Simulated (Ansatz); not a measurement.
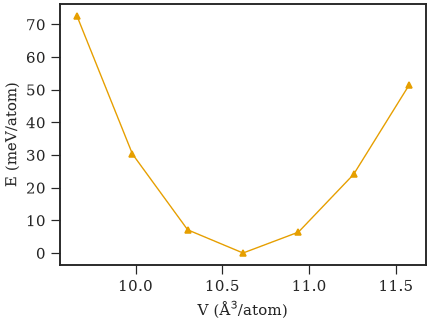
Figure. SiNi2 in space group P6_3/mmc (No. 194; Si on 2d, Ni on 2c, Ni on 2a) under volume change, PBEsol in the plane-wave PAW code Ansatz, shape and atoms relaxed at each volume.

Q: What does a third-order Birch–Murnaghan fit give for V₀, B₀ and B′?

A: V₀ = 10.62 Å³/atom, B₀ = 225 GPa, B′ = 4.7.

The workflow started from a Materials Project entry (that database holds measured and hypothetical structures alike); the Crystallography Open Database files this formula in space group No. 194, but the cells were not matched. Its standing as an ambient phase is unchecked. The cell was relaxed with PBEsol under the symmetry of its start; of distortions, only those at the zone centre were tested. The run is not spin-polarised.

Potentials: the later of the program's two PAW sets.
